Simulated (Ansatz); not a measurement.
**ClH₃NSiSn (SMILES N/[SiH]=[Sn]\[Cl]) (doublet): density, localisation and related maps**

The calculation's input:

```
crystal:
  periodic: [false, false, false]
  atoms:
    - symbol: Cl
      position_ang: [1.552328, -0.103547, 1.310439]
    - symbol: "N"
      position_ang: [-1.595293, 0.428521, 0.546362]
    - symbol: Si
      position_ang: [-1.267314, -0.995223, -0.315228]
    - symbol: Sn
      position_ang: [1.107756, -2.026106, -0.171447]
    - symbol: H
      position_ang: [-2.472544, 0.933025, 0.578733]
    - symbol: H
      position_ang: [-0.841670, 0.836610, 1.097614]
    - symbol: H
      position_ang: [-2.545374, -1.354120, -1.020368]
basis:
  gaussian:
    orbitals: def2-TZVPD
hamiltonian:
  xc: {name: PBE0}
output:
  forces: true
  orbitals: {seedname: orbitals}
magnetization:
  spin_polarized: true
  initial_magnetization: 1
```

Launched as:

```sh
ansatz run input.yaml --threads 2 --pin off --max-ram 4350MiB --events-out events.jsonl --progress --plain --runs-dir runs
```

Geometry: PBE0-D3(BJ)/def2-SVP; core potentials replace the inner electrons of Sn.

Computed with Ansatz, isolated molecule in a Gaussian basis; Kohn-Sham density functional theory, functional PBE0.

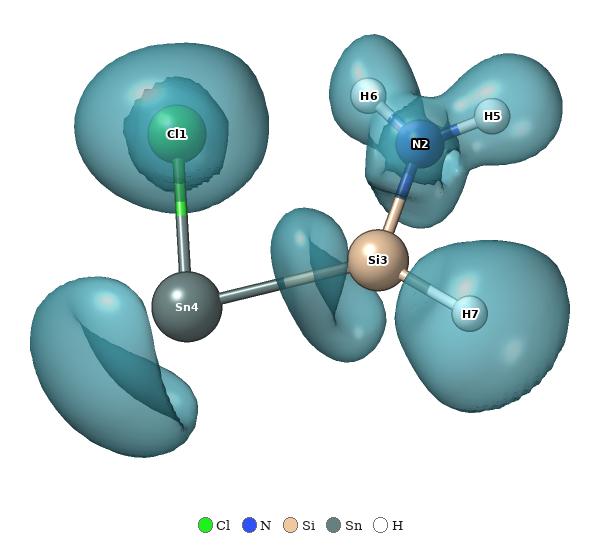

Figure 1. Isosurface of the ELF at 0.75 (cyan), seen at a tilt. Core shells and regions of very low density are left out.

> What do the ELF domains correspond to?

The surface consists of one region around a hydrogen nucleus, one lobe of the valence shell of Si pointing towards Sn (polar bonds), one lobe on Sn, pointing away from the bonds (non-bonding electrons), one region wrapped around Cl (its valence shell) and one joined region spread over several atoms (H, N), in which their bonds and any lone pairs are merged. Profiles from the grid: Si–N (1.70 Å): the ELF peaks at about 0.90 between the atoms: a shared but strongly polarised pair. Sn–Cl (2.47 Å): the ELF peaks at about 0.85 in the valence shell of Cl, 0.8 Å from its nucleus, and drops to about 0.15 between the two atoms.

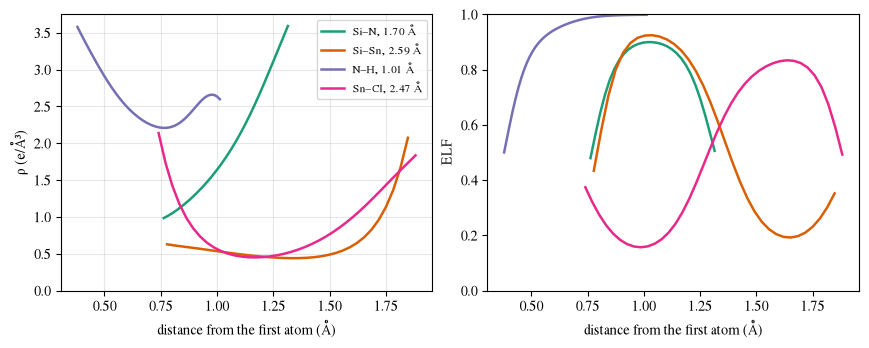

Figure 2. Electron density and ELF along straight lines between neighbouring atoms. The curves leave out the atomic cores.

> What can be read from the curves?

Si–N (1.70 Å): ρ is about 1.2 e/Å³ halfway; the ELF peaks at about 0.90 between the atoms; a polar covalent bond.
Si–Sn (2.59 Å): ρ at the midpoint is about 0.44 e/Å³; the ELF peaks at about 0.90 between the atoms: a covalent bond.
N–H (1.01 Å): the density is about 2.9 e/Å³ at the midpoint; the ELF climbs to about 1 towards the hydrogen, as it does in any bond to H; a covalent bond by its length.
Sn–Cl (2.47 Å): the density is about 0.46 e/Å³ at the midpoint; the ELF peaks at about 0.85 in the valence shell of Cl, 0.8 Å from its nucleus, and drops to about 0.15 between the two atoms.

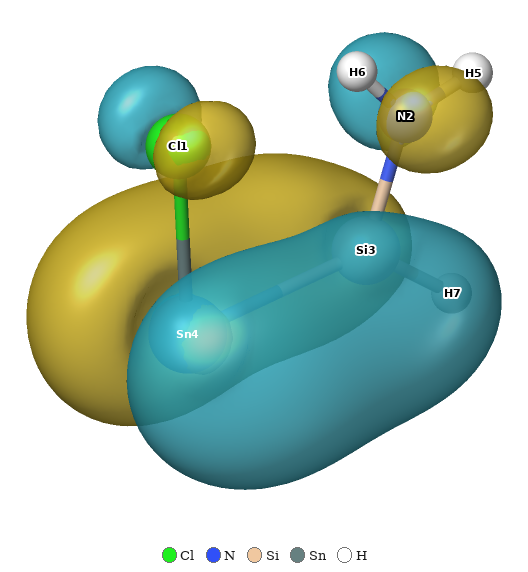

Figure 3. The LUMO (β) at ±0.08 Å⁻³ᐟ² (yellow and cyan are the two phases), seen at a tilt.

> Where does this orbital lie, and at what energy?

By Hirshfeld shares it lies mainly on Sn4 (about 55 %), Si3 (about 35 %) and N2 (about 5 %); it changes sign across the molecular plane (π type); π-bonding across Si3–Sn4. Its energy is −2.92 eV.
